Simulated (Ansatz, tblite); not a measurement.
# Ge19H28 ring sphere (Ge₁₉H₂₈): removing and adding an electron

Aim: the energy of removing and adding an electron for Ge19H28 ring sphere (Ge₁₉H₂₈), by energy differences, and how well orbital energies stand in for it.

Computed with Ansatz 0.2.0, Gaussian basis. Level: as each input shows.

The runs, in order: charge +1 doublet, at the geometry of the singlet (PBE0-D4/def2-TZVP, PBE-D4/def2-TZVP, HF/def2-TZVP); charge -1 doublet, at the geometry of the singlet (PBE0-D4/def2-TZVP, PBE-D4/def2-TZVP, HF/def2-TZVP); the starting singlet's energies come from earlier runs.

1 further run of the same task is left out (set aside as unsound or not needed).

### 1 The structure

The geometry is that of the singlet, from an earlier relaxation (PBE-D4/def2-SVP).

47 atoms, charge 0, spin multiplicity 1.

Atoms are counted from 1 here; the program's logs count them from 0.

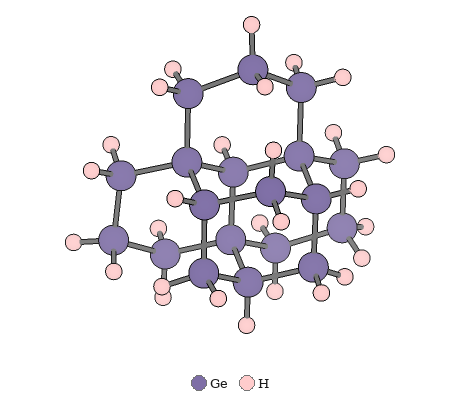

The structure; germanium purple, hydrogen pink.

### 2 Charge +1 doublet at the fixed geometry, PBE0-D4/def2-TZVP

The input, in.yaml:

```yaml
crystal:
  periodic: [false, false, false]
  atoms:
    - {symbol: Ge, position_ang: [-3.634309, -0.774892, -2.018965]}
    - {symbol: Ge, position_ang: [-3.636206, 2.017562, 0.769171]}
    - {symbol: Ge, position_ang: [-0.769970, -3.636756, -2.016437]}
    - {symbol: Ge, position_ang: [-0.741465, -0.741319, 0.740897]}
    - {symbol: Ge, position_ang: [2.018575, -3.634434, 0.775285]}
    - {symbol: Ge, position_ang: [2.074269, -0.754611, -2.071061]}
    - {symbol: Ge, position_ang: [2.015362, -0.770758, 3.637216]}
    - {symbol: Ge, position_ang: [-0.754078, 2.071186, -2.074346]}
    - {symbol: Ge, position_ang: [2.070865, 2.073726, 0.755232]}
    - {symbol: Ge, position_ang: [-0.776145, 2.017312, 3.634958]}
    - {symbol: Ge, position_ang: [-2.430289, -2.435346, -3.351903]}
    - {symbol: Ge, position_ang: [-2.177955, 0.662374, -0.665008]}
    - {symbol: Ge, position_ang: [-2.435404, 3.351794, 2.431028]}
    - {symbol: Ge, position_ang: [0.715599, 0.712194, -3.487682]}
    - {symbol: Ge, position_ang: [0.664709, -2.178180, -0.662131]}
    - {symbol: Ge, position_ang: [0.661585, 0.664143, 2.178435]}
    - {symbol: Ge, position_ang: [3.351444, -2.430838, 2.436175]}
    - {symbol: Ge, position_ang: [3.487387, 0.715048, -0.711702]}
    - {symbol: Ge, position_ang: [0.712311, 3.487328, -0.714638]}
    - {symbol: H, position_ang: [-4.520965, 0.109519, -2.946172]}
    - {symbol: H, position_ang: [-4.587036, -1.526383, -1.041635]}
    - {symbol: H, position_ang: [-4.590185, 1.040728, 1.519722]}
    - {symbol: H, position_ang: [-4.521247, 2.944048, -0.117606]}
    - {symbol: H, position_ang: [-1.521464, -4.589403, -1.039027]}
    - {symbol: H, position_ang: [0.116155, -4.523345, -2.942070]}
    - {symbol: H, position_ang: [-1.644291, -1.643960, 1.643147]}
    - {symbol: H, position_ang: [1.040885, -4.587035, 1.526469]}
    - {symbol: H, position_ang: [2.945645, -4.521032, -0.109313]}
    - {symbol: H, position_ang: [2.972637, -1.664660, -2.967307]}
    - {symbol: H, position_ang: [1.037420, -1.522536, 4.589090]}
    - {symbol: H, position_ang: [2.940366, 0.115386, 4.524436]}
    - {symbol: H, position_ang: [-1.663991, 2.967627, -2.972656]}
    - {symbol: H, position_ang: [2.967112, 2.971852, 1.665514]}
    - {symbol: H, position_ang: [-1.528484, 1.039070, 4.586078]}
    - {symbol: H, position_ang: [0.108078, 2.943253, 4.523113]}
    - {symbol: H, position_ang: [-3.450592, -3.457070, -3.938766]}
    - {symbol: H, position_ang: [-1.727861, -1.733291, -4.546568]}
    - {symbol: H, position_ang: [-3.457608, 3.938359, 3.451014]}
    - {symbol: H, position_ang: [-1.732449, 4.546664, 1.729822]}
    - {symbol: H, position_ang: [-0.103181, -0.108499, -4.523551]}
    - {symbol: H, position_ang: [1.667227, 1.663879, -4.274276]}
    - {symbol: H, position_ang: [4.546202, -1.728053, 1.734619]}
    - {symbol: H, position_ang: [3.938136, -3.451322, 3.457803]}
    - {symbol: H, position_ang: [4.523617, -0.103510, 0.108766]}
    - {symbol: H, position_ang: [4.273613, 1.667033, -1.663352]}
    - {symbol: H, position_ang: [-0.108541, 4.523232, 0.103953]}
    - {symbol: H, position_ang: [1.664497, 4.273928, -1.665775]}
basis:
  gaussian: {orbitals: def2-TZVP, fitting: {mean_field: def2-universal-jkfit}}
total_charge: 1
magnetization: {spin_polarized: true, initial_magnetization: 1}
hamiltonian: {xc: pbe0, dispersion: d4}
scf: {omitted_lower_state_checks: [starts]}
output: {orbitals: {seedname: orbitals}}
```

Started as:

```console
$ ansatz run in.yaml --threads 11 --pin off --events-out ev --progress --plain --max-ram 110592MiB --backend cuda --devices 0, --max-vram 75GiB
```

The program printed:

```text
Functional definition: PBE0
  name "PBE0"
  cite "Adamo & Barone, J. Chem. Phys. 110, 6158 (1999) doi:10.1063/1.478522"
  cite "Perdew, Burke & Ernzerhof, Phys. Rev. Lett. 77, 3865 (1996) doi:10.1103/PhysRevLett.77.3865"
  parent pbe
  parameter a = 0.25
  parameter kappa = 0.804
  parameter beta = 0.06672455060314922
  exchange = (1 - a)*pbe_x(kappa = kappa, mu = beta*pi^2/3) + a*exact_x
  correlation = pbe_c(beta = beta)
these checks for a lower state are left out or cut short: starts
5558 factors; integrals over basis functions are off by at most 6.2e-1 eV
mean field evaluation 1: about -1074168.5093 eV, gradient 4.2e1 eV
mean field evaluation 2: about -1074169.2400 eV, gradient 4.1e1 eV
mean field evaluation 4: about -1074171.2637 eV, gradient 4.3e0 eV
mean field evaluation 8: about -1074171.3426 eV, gradient 4.4e-1 eV
mean field evaluation 16: about -1074171.3442 eV, gradient 4.4e-3 eV
mean field evaluation 32: about -1074171.3444 eV, gradient 1.5e-3 eV
mean field -1074171.34440972 eV, -39475.0688075694 hartree, gradient 4.3e-6 eV, S^2 0.754126; 0 other end points of the search recorded, 0 dependent functions left out
reference -1074171.34449145 eV, -39475.0688105728 hartree; 318, 317 occupied and 762, 763 virtual orbitals, 5558 factors
Total energy: -1074174.07641323 eV, -39475.1692068465 hartree
Checks for a lower state left out: starts
```

Run time: 60 s. Hardware: 1 × H100 with 11 threads of AMD EPYC 7R13, shared host; peak host memory 2 GiB.

From the report: HOMO -9.72 eV, LUMO -8.82 eV (over both spins); ⟨S²⟩ 0.754 (pure: 0.75).

### 3 Charge +1 doublet at the fixed geometry, PBE-D4/def2-TZVP

start.molden holds the orbitals of an earlier run on this state, given as this run's starting guess.

in.yaml, as its differences from that of step 2:

```diff
@@ -51,6 +51,6 @@
 basis:
-  gaussian: {orbitals: def2-TZVP, fitting: {mean_field: def2-universal-jkfit}}
+  gaussian: {orbitals: def2-TZVP, fitting: {mean_field: def2-universal-jkfit}, initial_orbitals: start.molden}
 total_charge: 1
 magnetization: {spin_polarized: true, initial_magnetization: 1}
-hamiltonian: {xc: pbe0, dispersion: d4}
+hamiltonian: {xc: pbe, dispersion: d4}
 scf: {omitted_lower_state_checks: [starts]}
```

Launched as before.

The program printed:

```text
Functional definition: PBE
  name "PBE"
  cite "Perdew, Burke & Ernzerhof, Phys. Rev. Lett. 77, 3865 (1996) doi:10.1103/PhysRevLett.77.3865"
  parent pbe
  parameter kappa = 0.804
  parameter beta = 0.06672455060314922
  exchange = pbe_x(kappa = kappa, mu = beta*pi^2/3)
  correlation = pbe_c(beta = beta)
these checks for a lower state are left out or cut short: starts
5558 factors; integrals over basis functions are off by at most 6.2e-1 eV
mean field evaluation 1: about -1074141.7679 eV, gradient 2.5e1 eV
mean field evaluation 2: about -1074142.7723 eV, gradient 1.3e0 eV
mean field evaluation 4: about -1074142.7396 eV, gradient 1.0e-1 eV
mean field evaluation 8: about -1074142.7401 eV, gradient 1.7e-2 eV
mean field evaluation 16: about -1074142.7401 eV, gradient 2.0e-5 eV
mean field -1074142.74010002 eV, -39474.0176185766 hartree, gradient 2.6e-6 eV, S^2 0.750958; 0 other end points of the search recorded, 0 dependent functions left out
reference -1074142.74021035 eV, -39474.0176226309 hartree; 318, 317 occupied and 762, 763 virtual orbitals, 5558 factors
Total energy: -1074145.72424526 eV, -39474.1272838913 hartree
Checks for a lower state left out: starts
```

Run time: 22 s. Hardware: 1 × H100 with 11 threads of AMD EPYC 7R13, shared host; peak host memory 1.9 GiB.

HOMO -8.82 eV, LUMO -8.86 eV (over both spins; with the spin held, an empty level of the minority spin lies below the top filled one); ⟨S²⟩ 0.751 (pure: 0.75).

### 4 Charge +1 doublet at the fixed geometry, HF/def2-TZVP

in.yaml, as its differences from that of step 3:

```diff
@@ -54,3 +54,3 @@
 magnetization: {spin_polarized: true, initial_magnetization: 1}
-hamiltonian: {xc: pbe, dispersion: d4}
+hamiltonian: {xc: hf}
 scf: {omitted_lower_state_checks: [starts]}
```

The command is unchanged.

The program printed:

```text
Functional definition: HF
  name "HF"
  cite "Fock, Z. Phys. 61, 126 (1930) doi:10.1007/BF01340294"
  parent pbe
  exchange = exact_x
  correlation = 0
these checks for a lower state are left out or cut short: starts
5558 factors; integrals over basis functions are off by at most 6.2e-1 eV
mean field evaluation 1: about -1073435.8337 eV, gradient 7.0e1 eV
mean field evaluation 2: about -1073442.6809 eV, gradient 7.2e0 eV
mean field evaluation 4: about -1073443.4875 eV, gradient 9.5e-1 eV
mean field evaluation 8: about -1073443.5248 eV, gradient 4.8e-2 eV
mean field -1073443.52493269 eV, -39448.3219351221 hartree, gradient 4.8e-6 eV, S^2 0.794517; 0 other end points of the search recorded, 0 dependent functions left out
reference -1073443.52493269 eV, -39448.3219351221 hartree; 318, 317 occupied and 762, 763 virtual orbitals, 5558 factors
Total energy: -1073443.52493269 eV, -39448.3219351221 hartree
Checks for a lower state left out: starts
```

Run time: 43 s. Hardware: 1 × H100 with 11 threads of AMD EPYC 7R13, shared host.

Report: HOMO -11.69 eV, LUMO -6.49 eV (over both spins); ⟨S²⟩ 0.795 (pure: 0.75).

### 5 Vertical ionisation energy

Charged state less starting state, singlet to doublet; the starting state's energies are those of its earlier runs.

```csv
level,vertical ionisation energy (eV),time
HF/def2-TZVP,+7.83,56 s
PBE-D4/def2-TZVP,+7.50,29 s
PBE0-D4/def2-TZVP,+7.91,75 s
```

Times add the two runs; a level without a time comes out of a correlated run.

Beside −ε(HOMO) of the starting state:

```csv
level,−ε(HOMO) (eV),by difference (eV),mismatch (eV)
PBE-D4/def2-TZVP,6.00,7.50,-1.50
PBE0-D4/def2-TZVP,6.88,7.91,-1.02
```

### 6 Charge -1 doublet at the fixed geometry, PBE0-D4/def2-TZVP

in.yaml, as its differences from that of step 4:

```diff
@@ -51,6 +51,6 @@
 basis:
-  gaussian: {orbitals: def2-TZVP, fitting: {mean_field: def2-universal-jkfit}, initial_orbitals: start.molden}
-total_charge: 1
+  gaussian: {orbitals: def2-TZVP, fitting: {mean_field: def2-universal-jkfit}}
+total_charge: -1
 magnetization: {spin_polarized: true, initial_magnetization: 1}
-hamiltonian: {xc: hf}
+hamiltonian: {xc: pbe0, dispersion: d4}
 scf: {omitted_lower_state_checks: [starts]}
```

The command is unchanged.

The program printed, cut to the lines that bear on the results:

```text
Functional definition: PBE0
  name "PBE0"
  cite "Adamo & Barone, J. Chem. Phys. 110, 6158 (1999) doi:10.1063/1.478522"
  cite "Perdew, Burke & Ernzerhof, Phys. Rev. Lett. 77, 3865 (1996) doi:10.1103/PhysRevLett.77.3865"
  parent pbe
[...]
5558 factors; integrals over basis functions are off by at most 6.2e-1 eV
[...]
mean field -1074179.52272522 eV, -39475.3693551203 hartree, gradient 5.9e-6 eV, S^2 0.752623; 0 other end points of the search recorded, 0 dependent functions left out
reference -1074179.52280106 eV, -39475.3693579076 hartree; 319, 318 occupied and 761, 762 virtual orbitals, 5558 factors
Total energy: -1074182.37172764 eV, -39475.4740540281 hartree
Checks for a lower state left out: starts
```

Run time: 60 s. Hardware: 1 × H100 with 11 threads of AMD EPYC 7R13, shared host; peak host memory 2 GiB.

Report: HOMO 0.58 eV, LUMO 1.39 eV (over both spins); ⟨S²⟩ 0.753 (pure: 0.75). Doubts: highest occupied level lies above zero.

### 7 Charge -1 doublet at the fixed geometry, PBE-D4/def2-TZVP

in.yaml, as its differences from that of step 6:

```diff
@@ -51,6 +51,6 @@
 basis:
-  gaussian: {orbitals: def2-TZVP, fitting: {mean_field: def2-universal-jkfit}}
+  gaussian: {orbitals: def2-TZVP, fitting: {mean_field: def2-universal-jkfit}, initial_orbitals: start.molden}
 total_charge: -1
 magnetization: {spin_polarized: true, initial_magnetization: 1}
-hamiltonian: {xc: pbe0, dispersion: d4}
+hamiltonian: {xc: pbe, dispersion: d4}
 scf: {omitted_lower_state_checks: [starts]}
```

Launched as before.

The program printed:

```text
Functional definition: PBE
  name "PBE"
  cite "Perdew, Burke & Ernzerhof, Phys. Rev. Lett. 77, 3865 (1996) doi:10.1103/PhysRevLett.77.3865"
  parent pbe
  parameter kappa = 0.804
  parameter beta = 0.06672455060314922
  exchange = pbe_x(kappa = kappa, mu = beta*pi^2/3)
  correlation = pbe_c(beta = beta)
these checks for a lower state are left out or cut short: starts
5558 factors; integrals over basis functions are off by at most 6.2e-1 eV
mean field evaluation 1: about -1074149.8223 eV, gradient 2.5e1 eV
mean field evaluation 2: about -1074150.8257 eV, gradient 1.2e0 eV
mean field evaluation 4: about -1074150.7961 eV, gradient 1.4e-1 eV
mean field evaluation 8: about -1074150.7969 eV, gradient 1.9e-4 eV
mean field evaluation 16: about -1074150.7969 eV, gradient 5.7e-6 eV
mean field -1074150.79689348 eV, -39474.3137002749 hartree, gradient 5.7e-6 eV, S^2 0.751070; 0 other end points of the search recorded, 0 dependent functions left out
reference -1074150.79699061 eV, -39474.3137038446 hartree; 319, 318 occupied and 761, 762 virtual orbitals, 5558 factors
Total energy: -1074153.91010911 eV, -39474.4281088392 hartree
Checks for a lower state left out: starts
```

Wall time 15 s (1 × H100 with 11 threads of AMD EPYC 7R13, shared host); peak host memory 1.9 GiB.

Report: HOMO 0.70 eV, LUMO 0.75 eV (over both spins); ⟨S²⟩ 0.751 (pure: 0.75). Doubts: highest occupied level lies above zero.

### 8 Charge -1 doublet at the fixed geometry, HF/def2-TZVP

in.yaml, as its differences from that of step 7:

```diff
@@ -54,3 +54,3 @@
 magnetization: {spin_polarized: true, initial_magnetization: 1}
-hamiltonian: {xc: pbe, dispersion: d4}
+hamiltonian: {xc: hf}
 scf: {omitted_lower_state_checks: [starts]}
```

Launched as before.

The program printed:

```text
Functional definition: HF
  name "HF"
  cite "Fock, Z. Phys. 61, 126 (1930) doi:10.1007/BF01340294"
  parent pbe
  exchange = exact_x
  correlation = 0
these checks for a lower state are left out or cut short: starts
5558 factors; integrals over basis functions are off by at most 6.2e-1 eV
mean field evaluation 1: about -1073442.5842 eV, gradient 7.0e1 eV
mean field evaluation 2: about -1073449.4097 eV, gradient 7.2e0 eV
mean field evaluation 4: about -1073450.1237 eV, gradient 7.3e-1 eV
mean field evaluation 8: about -1073450.1481 eV, gradient 5.7e-5 eV
mean field -1073450.14814077 eV, -39448.5653335296 hartree, gradient 1.5e-5 eV, S^2 0.758543; 0 other end points of the search recorded, 0 dependent functions left out
reference -1073450.14814077 eV, -39448.5653335296 hartree; 319, 318 occupied and 761, 762 virtual orbitals, 5558 factors
Total energy: -1073450.14814077 eV, -39448.5653335296 hartree
Checks for a lower state left out: starts
```

Run time: 33 s. Hardware: 1 × H100 with 11 threads of AMD EPYC 7R13, shared host.

From the report: HOMO 0.39 eV, LUMO 4.44 eV (over both spins); ⟨S²⟩ 0.759 (pure: 0.75). Doubts: highest occupied level lies above zero.

### 9 Vertical electron affinity

Starting state less charged state (positive: the electron is bound), singlet to doublet; the starting state's energies are those of its earlier runs.

```csv
level,vertical electron affinity (eV),time
HF/def2-TZVP,-1.20,46 s
PBE-D4/def2-TZVP,+0.69,21 s
PBE0-D4/def2-TZVP,+0.39,74 s
```

Times add the two runs; a level without a time comes out of a correlated run.

Beside −ε(LUMO) of the starting state:

```csv
level,−ε(LUMO) (eV),by difference (eV),mismatch (eV)
PBE-D4/def2-TZVP,1.95,0.69,+1.27
PBE0-D4/def2-TZVP,1.24,0.39,+0.85
```

### 10 Results

```
                                            quantity                               value
vertical ionisation energy, functionals in def2-TZVP  7.50 (PBE-D4) to 7.91 eV (PBE0-D4)
vertical electron affinity, functionals in def2-TZVP  0.39 (PBE0-D4) to 0.69 eV (PBE-D4)
```

What this shows: The vertical ionisation energy spans 7.50 to 7.91 eV over the functionals. −ε(HOMO) misses the level's own difference by -1.02 eV at best (PBE0-D4) and -1.50 eV at worst (PBE-D4). The vertical electron affinity spans 0.39 to 0.69 eV over the functionals. The anion's highest level lies above zero where self-interaction lifts it, so diffuse functions weigh on these values. −ε(LUMO) misses the level's own difference by +0.85 eV at best (PBE0-D4) and +1.27 eV at worst (PBE-D4).
